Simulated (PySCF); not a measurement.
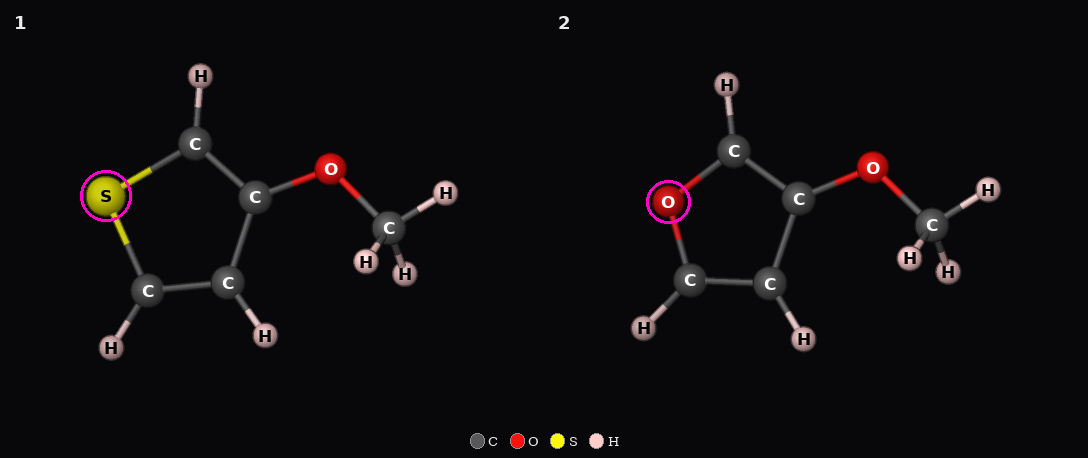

2 molecules with one skeleton, seen from the same side and at one scale; the atom that differs is circled. Each species is neutral and a spin singlet. Computed geometries: PBE0-D3(BJ)/def2-SVP optimisations, one conformation each. Properties computed with PySCF 2.14.0.

One atom differs, called X below: S in panel 1, O in panel 2. Their formulas are C5H6OS (`COc1ccsc1`), C5H6O2 (`COc1ccoc1`).

In which is the mean length of X–C larger (PBE0-D3(BJ)/def2-SVP)?

In panel 1 (X = S).

In which is the angle C–X–C larger (PBE0-D3(BJ)/def2-SVP)?

In panel 2 (X = O).

Give the values. With PBE0-D3(BJ)/def2-SVP: mean length of X–C (Å), angle C–X–C (°). With PBE0/pcSseg-1: dipole moment (D), HOMO energy (Kohn–Sham orbital) (eV), HOMO–LUMO gap (eV), Hirshfeld charge of X (e), mean GIAO shielding of the 2 C atoms bonded to X (ppm).

```json
{"quantity": "mean length of X–C (Å)", "1 (S)": "1.713", "2 (O)": "1.346", "2 − 1": "−0.367"}
{"quantity": "angle C–X–C (°)", "1 (S)": "92.2", "2 (O)": "108.1", "2 − 1": "+15.9"}
{"quantity": "dipole moment (D)", "1 (S)": "1.92", "2 (O)": "2.02", "2 − 1": "+0.10"}
{"quantity": "HOMO energy (Kohn–Sham orbital) (eV)", "1 (S)": "−6.18", "2 (O)": "−6.08", "2 − 1": "+0.10"}
{"quantity": "HOMO–LUMO gap (eV)", "1 (S)": "5.82", "2 (O)": "6.44", "2 − 1": "+0.62"}
{"quantity": "Hirshfeld charge of X (e)", "1 (S)": "0.10", "2 (O)": "−0.07", "2 − 1": "−0.17"}
{"quantity": "mean GIAO shielding of the 2 C atoms bonded to X (ppm)", "1 (S)": "64.7", "2 (O)": "47.7", "2 − 1": "−17.0"}
```
